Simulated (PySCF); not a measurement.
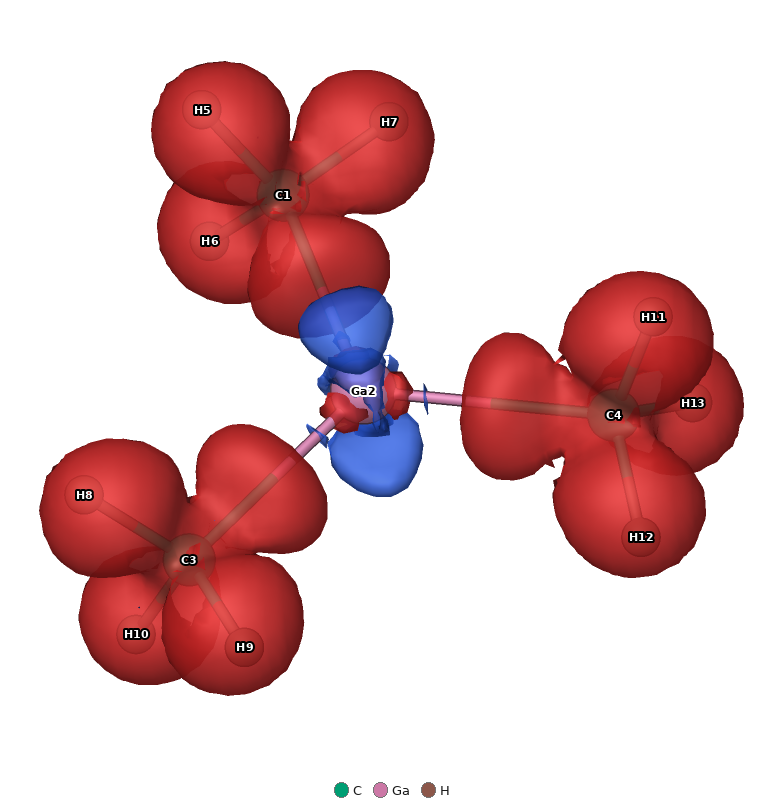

Figure 1: C$_{3}$H$_{9}$Ga, SMILES `C[Ga](C)C`. Deformation density (molecule less spherical, spin-averaged free atoms at the same positions), surfaces at ±0.08 e/Å³; red: gain, blue: loss.

Level of theory: PBE/def2-TZVP (PySCF), at a geometry from GFN2-xTB. No frequency check shows the geometry to be a minimum. GFN2-xTB bond lengths at metals and heavier atoms can be off by up to 0.1 Å and shapes distorted, which carries into these values.

Cartesian coordinates (Å):

```
C1       0.6383    1.9379   -0.0015
Ga2     -0.0057   -0.0042    0.0020
C3       1.3837   -1.5064   -0.0028
C4      -2.0087   -0.4218   -0.0009
H5       1.1643    2.1744   -0.9311
H6       1.3396    2.1205    0.8181
H7      -0.1918    2.6418    0.1011
H8       2.1164   -1.3603   -0.8017
H9       0.9220   -2.4875   -0.1419
H10      1.9375   -1.5284    0.9405
H11     -2.4546   -0.1784   -0.9698
H12     -2.2012   -1.4795    0.1984
H13     -2.5357    0.1686    0.7540
```

Question: Describe the bonding that the map shows.

Answer: The five largest and four smallest: C3–H9: +0.64 e/Å³ at the bond critical point (bond length 1.09 Å, Mayer order 1.0). C1–H7: +0.64 e/Å³ at the bond critical point (bond length 1.09 Å, Mayer order 1.0). C4–H12: +0.64 e/Å³ at the bond critical point (bond length 1.09 Å, Mayer order 1.0). C4–H13: +0.63 e/Å³ at the bond critical point (bond length 1.09 Å, Mayer order 0.9). C3–H8: +0.63 e/Å³ at the bond critical point (bond length 1.09 Å, Mayer order 0.9). C4–H11: +0.62 e/Å³ at the bond critical point (bond length 1.09 Å, Mayer order 0.9). C1–Ga2: +0.15 e/Å³ at the bond critical point (bond length 2.05 Å, Mayer order 0.9). Ga2–C3: +0.15 e/Å³ at the bond critical point (bond length 2.05 Å, Mayer order 0.9). Ga2–C4: +0.15 e/Å³ at the bond critical point (bond length 2.05 Å, Mayer order 0.9). In all, 2.5 electrons gather in the regions of gain relative to the promolecule.
